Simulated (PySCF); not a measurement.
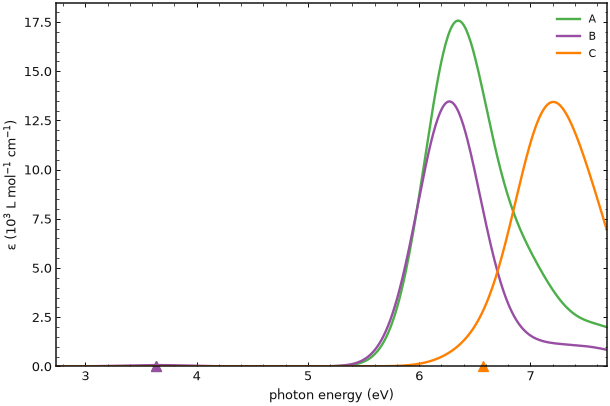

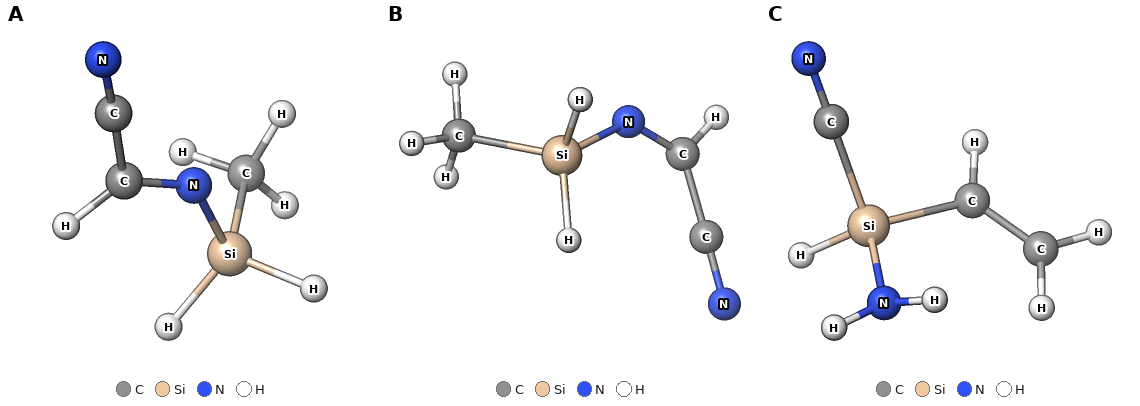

Related molecules: A is C₃H₆N₂Si, SMILES C[SiH2]/N=C/C#N; B is C₃H₆N₂Si, SMILES C[SiH2]/N=C\C#N; C is C₃H₆N₂Si, SMILES C=C[Si@@H](N)C#N. Vertical TDDFT absorption, CAM-B3LYP/def2-SVPD in PySCF, at a GFN2-xTB geometry (no frequency check); Gaussians of 1/e half-width 0.40 eV, triangles mark S1, and the range ends where the computed states of one molecule run out.

Question: How does the lowest singlet move?

Answer: A: 3.64 eV (f = 0.000, mainly HOMO → LUMO (96 %)); B: 3.64 eV (f = 0.002, mainly HOMO → LUMO (96 %)); C: 6.57 eV (f = 0.025, mainly HOMO → LUMO (74 %)). From A to B it hardly moves. From A to C it shifts 2.94 eV to the blue.

Question: And the brightest state of each within the range drawn?

Answer: A: S3 at 6.33 eV, f = 0.42; B: S3 at 6.27 eV, f = 0.33; C: S4 at 7.11 eV, f = 0.19.

Caveats, for all or some of the runs: core orbitals are frozen in the response; one conformer of a flexible molecule; the tight-binding geometry is rougher than a DFT one and adds to the error.
